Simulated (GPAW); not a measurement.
# free-standing triangular W monolayer, spacing 2.904 A: cost and accuracy of the functional, part 2 of 2

Two starts of free-standing triangular W monolayer, spacing 2.904 A are run at each set of the functional. What moves?

GPAW 26.7.0; several functionals; plane waves with GPAW's PAW setups, scalar-relativistic.

So far. Step 7 (Set 3 (PBE), start antiferro q=(0,1/2,0) +-): This start lies -23.1 meV a seeded atom from the first, a change of -23.1 meV since set 1; its largest moment is 0.599 μB. Step 8 (Set 4 (RPBE), start ferro +): After 14 cycles the seed has died away: no moment is left.

### 9. Set 4 (RPBE), start antiferro q=(0,1/2,0) +-

Level of this step: RPBE; plane waves with GPAW's PAW setups, scalar-relativistic (GPAW).

Contents of order2.py:

```python
import json
import numpy as np
from ase import Atoms
from ase.parallel import paropen, parprint
from gpaw import GPAW

atoms = Atoms(['W', 'W'],
    cell=[[2.904, 0.0, 0.0],
         [-2.904, 5.029876, 0.0],
         [0.0, 0.0, 14.0]],
    scaled_positions=[[0.0, 0.0, 0.5],
         [0.0, 0.5, 0.5]],
    pbc=True,
    magmoms=[1.0, -1.0])
atoms.calc = GPAW(mode={'name': 'pw', 'ecut': 550},
    xc='RPBE',
    kpts={'size': (10, 5, 1), 'gamma': True},
    occupations={'name': 'fermi-dirac', 'width': 0.1},
    convergence={'density': 1e-05, 'energy': 1e-05},
    maxiter=200,
    txt='order2.txt')
e = atoms.get_potential_energy(force_consistent=True)
res = {'free_energy': e, 'energy_sigma0': atoms.get_potential_energy(), 'fermi_energy': atoms.calc.get_fermi_level()}
res['moments'] = atoms.get_magnetic_moments().tolist()
res['total'] = atoms.get_magnetic_moment()
parprint('site moments (muB):', np.round(res['moments'], 3))
parprint(f"total moment: {res['total']:.3f} muB")
parprint(f'free energy: {e:.6f} eV')
atoms.calc.write('order2.gpw')
with paropen('results.json', 'w') as f:
    json.dump(res, f)
```

Run with:

```console
OMP_NUM_THREADS=1 python3 order2.py > order2.log
```

The program printed:

```text
site moments (muB): [ 0.753 -0.753]
total moment: -0.000 muB
free energy: -15.657726 eV

--- order2.txt ---
Input parameters:
  mode=PW(ecut=550),
  convergence={'density': 1e-05, 'energy': 1e-05},
  kpts=MonkhorstPack(size=(10, 5, 1), gamma=True),
  maxiter=200,
  occupations=Occupations(name='fermi-dirac', width=0.1),
  xc=XC(name='RPBE')

Diagonalizing LCAO Hamiltonian
Converting LCAO to pw mode

         W
[...]
|          6 |       -39.625 |     1.000 |       -39.625 |     1.000 |
|          7 |       -39.580 |     1.000 |       -39.580 |     1.000 |
[...]
|         17 |         0.392 |     0.000 |         0.392 |     0.000 |
|         18 |         0.915 |     0.000 |         0.915 |     0.000 |
|         19 |         1.010 |     0.000 |         1.010 |     0.000 |
|         20 |         2.988 |     0.000 |         2.988 |     0.000 |

No gap
No difference between direct/indirect transitions


[key lines of the parts left out:]
Free energy:     -15.657726
Converged in 17 steps
dipole moment: (-10.813287, -18.729154, 0.000028)  # |e|*Ang
Fermi level: -1.997
```

Wall time 2.2 min (1 MPI rank of AMD EPYC 7R43, shared host); peak memory 0.37 GiB.

Read from the output:

```
magnetization  : 0 μB
final state    : antiferromagnetic
largest moment : 0.7527 μB
```

This start lies -49.4 meV a seeded atom from the first, a change of -26.3 meV since set 3; its largest moment is 0.753 μB.

### 10. Set 5 (BLYP), start ferro +

Contents of order1.py:

```python
import json
import numpy as np
from ase import Atoms
from ase.parallel import paropen, parprint
from gpaw import GPAW

atoms = Atoms(['W'],
    cell=[[2.904, 0.0, 0.0],
         [-1.452, 2.514938, 0.0],
         [0.0, 0.0, 14.0]],
    scaled_positions=[[0.0, 0.0, 0.5]],
    pbc=True,
    magmoms=[1.0])
atoms.calc = GPAW(mode={'name': 'pw', 'ecut': 550},
    xc='BLYP',
    kpts={'size': (10, 10, 1), 'gamma': True},
    occupations={'name': 'fermi-dirac', 'width': 0.1},
    convergence={'density': 1e-05, 'energy': 1e-05},
    maxiter=200,
    txt='order1.txt')
e = atoms.get_potential_energy(force_consistent=True)
res = {'free_energy': e, 'energy_sigma0': atoms.get_potential_energy(), 'fermi_energy': atoms.calc.get_fermi_level()}
res['moments'] = atoms.get_magnetic_moments().tolist()
res['total'] = atoms.get_magnetic_moment()
parprint('site moments (muB):', np.round(res['moments'], 3))
parprint(f"total moment: {res['total']:.3f} muB")
parprint(f'free energy: {e:.6f} eV')
atoms.calc.write('order1.gpw')
with paropen('results.json', 'w') as f:
    json.dump(res, f)
```

Run with:

```console
OMP_NUM_THREADS=1 python3 order1.py > order1.log
```

The program printed:

```text
FileNotFoundError: Could not find required PAW dataset file "W.BLYP".
You need to set the GPAW_SETUP_PATH environment variable to point to
the directories where PAW dataset and basis files are stored.  See

--- order1.txt ---
Input parameters:
  mode=PW(ecut=550),
  convergence={'density': 1e-05, 'energy': 1e-05},
  kpts=MonkhorstPack(size=(10, 10, 1), gamma=True),
  maxiter=200,
  occupations=Occupations(name='fermi-dirac', width=0.1),
  xc=XC(name='BLYP')
```

The job ended after 2.4 s (1 MPI rank; peak memory 0.1 GiB).

The input was rejected at the start.

The program's message: “FileNotFoundError: Could not find required PAW dataset file "W.BLYP".”

### 11. Set 5 (BLYP), start antiferro q=(0,1/2,0) +-

order2.py is the script of step 9 with these lines changed:

```diff
@@ -15,3 +15,3 @@
 atoms.calc = GPAW(mode={'name': 'pw', 'ecut': 550},
-    xc='RPBE',
+    xc='BLYP',
     kpts={'size': (10, 5, 1), 'gamma': True},
```

Run with:

```console
OMP_NUM_THREADS=1 python3 order2.py > order2.log
```

The program printed:

```text
FileNotFoundError: Could not find required PAW dataset file "W.BLYP".
You need to set the GPAW_SETUP_PATH environment variable to point to
the directories where PAW dataset and basis files are stored.  See

--- order2.txt ---
Input parameters:
  mode=PW(ecut=550),
  convergence={'density': 1e-05, 'energy': 1e-05},
  kpts=MonkhorstPack(size=(10, 5, 1), gamma=True),
  maxiter=200,
  occupations=Occupations(name='fermi-dirac', width=0.1),
  xc=XC(name='BLYP')
```

The job ended after 2.3 s (1 MPI rank; peak memory 0.1 GiB).

The input was rejected at the start.

The program's message: “FileNotFoundError: Could not find required PAW dataset file "W.BLYP".”

### 12. Side by side

List, by row:

| set | functional | state from the first start | state from the second start | second less first (meV a seeded atom) | moment, first (μB) | moment, second (μB) | CPU time (s) |
| --- | --- | --- | --- | --- | --- | --- | --- |
| 1 | LDA | non-magnetic | non-magnetic | 0 | 0 | 0 | 172.3 |
| 3 | PBE | non-magnetic | antiferromagnetic | -23.11 | 0 | 0.5987 | 221.2 |
| 4 | RPBE | non-magnetic | antiferromagnetic | -49.42 | 0 | 0.7527 | 174.6 |

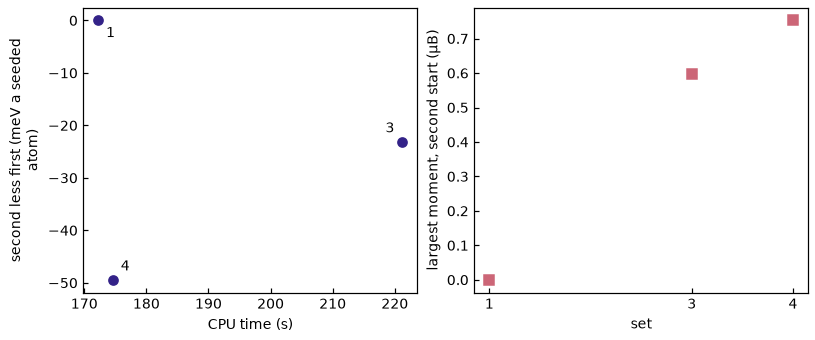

Result against cost, sets numbered as in the table, and the moment by set.

### 13. Results

```json
{
  "range of the moment in the table, second start": "0 to 0.753 μB",
  "range of CPU time": "2.9 min to 3.7 min",
  "range of the energy difference": "-49.4 to 0 meV a seeded atom"
}
```

What this shows: For the second start the functionals give moments from 0 to 0.753 μB and energy differences from -49.4 to 0 meV a seeded atom, a spread that no finer setting would remove; all use the same cell, so differences in their own lattice constants don't enter. Sets 2 and 5 gave no pair of finished runs and are missing from the table. Not all sets end in the same states, so some differences compare unlike states.

[Logs and program files are shortened in this print: banners, set-up blocks, solver, clock and traceback lines can be left out without a mark of their own.]

[Logs are printed without paths, hosts, clocks, repeated set-up lines and the standing remarks that a program may print on its own settings, such as how far it seeks lower states.]

[Hosts, paths, dates, database ids (printed as entryN), source tags and the programs' standing remarks are cut or masked in the printed files.]

[Where a cell is said to come from a database of computed structures, the database is the Materials Project.]
